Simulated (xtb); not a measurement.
**B2SiH5F: property calculation**

The run: property calculation of B2SiH5F, multiplicity 3. Method and program: GFN2-xTB (xtb 6.7.1).

The geometry comes from this level: GFN2-xTB.

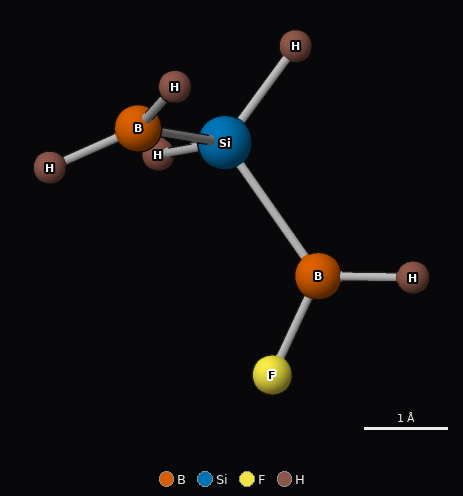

**Figure 1.** The structure as given in the input (ball-and-stick view, seen at a tilt). Bond lengths as drawn: B–F 1.32 Å, B–H 1.17 to 1.18 Å, B–Si 1.95 to 1.98 Å and H–Si 1.48 Å.

Input (mol.json)
```
{"schema_name": "qcschema_molecule", "schema_version": 2, "symbols": ["B", "Si", "B", "F", "H", "H", "H", "H", "H"], "geometry": [-1.82184716, 2.49407944, 0.0186138, 1.31369981, 0.58619304, -0.36488722, 0.41719484, -2.95813948, 0.46596867, -0.92641934, -4.28990507, -1.1529786, -2.51749314, 3.182261, 2.00388448, -3.17644064, 2.85051958, -1.69122929, 2.44545678, 0.71667863, -2.91514821, 3.414754, 1.44342951, 1.26188352, 0.85107595, -4.02511665, 2.37389286], "molecular_charge": 0, "molecular_multiplicity": 3}
```

Launched with:
```bash
xtb --vfukui --gfn 2 -- mol.json | tee out.txt
```

Output
```
* xtb version 6.7.1
########################################################################
[ERROR] Program stopped due to fatal error
-2- reading geometry input 'mol.json' failed
-1- JSON support not enabled
########################################################################
```

What the run reported

| quantity | value |
| --- | --- |
| outcome | refused by the program |
| hardware | 1 thread of Arm Neoverse V1, 24 GiB of memory available, shared host |

The program refused the input.
